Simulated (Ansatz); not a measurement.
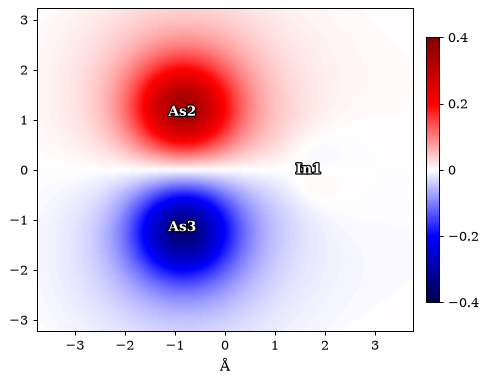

As₂In (charge −1, triplet). The HOMO (α) on a plane 0.8 Å above the molecular plane (values in Å⁻³ᐟ²; the overall sign is arbitrary).

Geometry: r2SCAN-D4/def2-TZVPD; core potentials replace the inner electrons of In; the highest occupied orbital lies above zero, a sign that basis and functional describe the outermost electron poorly.

The calculation used UKS PBE0-D4/def2-TZVPD (Ansatz 0.2.0).

```yaml
atoms:
  - { symbol: In, position_ang: [-1.0970, -0.9716, 0.8279] }
  - { symbol: As, position_ang: [-0.1879, 1.3701, -0.3519] }
  - { symbol: As, position_ang: [1.2849, -0.3985, -0.4759] }
```

### Describe this orbital and give its energy.

It lies mainly on As2 (about 45 %) and As3 (about 45 %); it changes sign across the molecular plane (π type); π-antibonding (a node) across As2–As3. Its energy is 0.08 eV.
